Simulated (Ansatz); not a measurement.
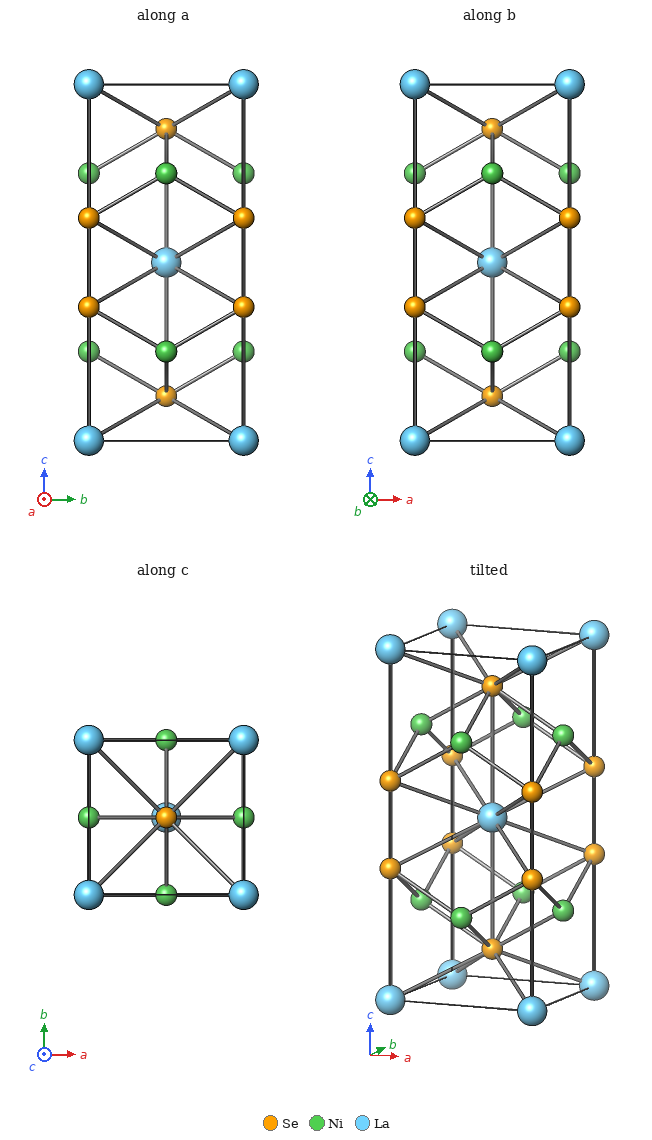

We look at a ball-and-stick model of the crystal along the a axis, along the b axis, along the c axis and slightly off an axis. One conventional unit cell is framed, with atoms on its boundary repeated.

Lattice parameters: a = 4.2679 Å, b = 4.2679 Å, c = 9.8239 Å, α = 90.000°, β = 90.000°, γ = 90.000°.

> Express the structure as a CIF with its space group and independent sites.

```cif
data_structure
_symmetry_space_group_name_H-M 'I 4/m m m'
_symmetry_Int_Tables_number 139
_cell_length_a 4.2679
_cell_length_b 4.2679
_cell_length_c 9.8239
_cell_angle_alpha 90.000
_cell_angle_beta 90.000
_cell_angle_gamma 90.000
_cell_volume 178.94
loop_
_atom_site_label
_atom_site_type_symbol
_atom_site_symmetry_multiplicity
_atom_site_Wyckoff_symbol
_atom_site_fract_x
_atom_site_fract_y
_atom_site_fract_z
_atom_site_occupancy
Se1 Se 4 e 0.0000 0.0000 0.3750 1
Ni1 Ni 4 d 0.0000 0.5000 0.2500 1
La1 La 2 a 0.0000 0.0000 0.0000 1
```

The structure is a generated cell, made by putting these elements into a known structure type (the compound may or may not exist in this form); no relaxation was done. It was run through Ansatz as a DFT input.

At this level of theory the cell isn't at rest (forces up to 3.4 eV/Å), so its distances can differ from those at equilibrium, the more so the softer the solid.
